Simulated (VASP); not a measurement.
Band structure of AuZn (CsCl type). Method: revTPSS meta-GGA, VASP's PBE PAW potentials (set 64) (plane waves; VASP).

Unless said otherwise, spin-orbit coupling is left out, though it shifts the bands of the heavy elements here.

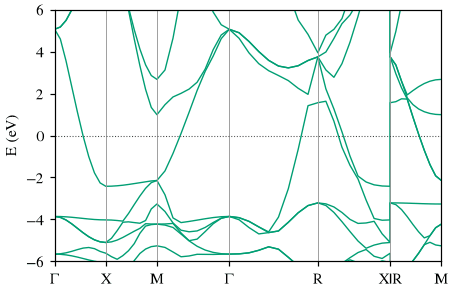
Bands along high-symmetry lines, zero at the valence-band maximum or, without a gap, the Fermi level

Question: Read the plot: is there a gap, and where are the band edges?

Answer: It has no gap at this level: it comes out as a metal or semimetal.

The compound is AuZn in the CsCl type structure. It was relaxed first. The electron count is odd and the run is not spin-polarised, which forces a metal.
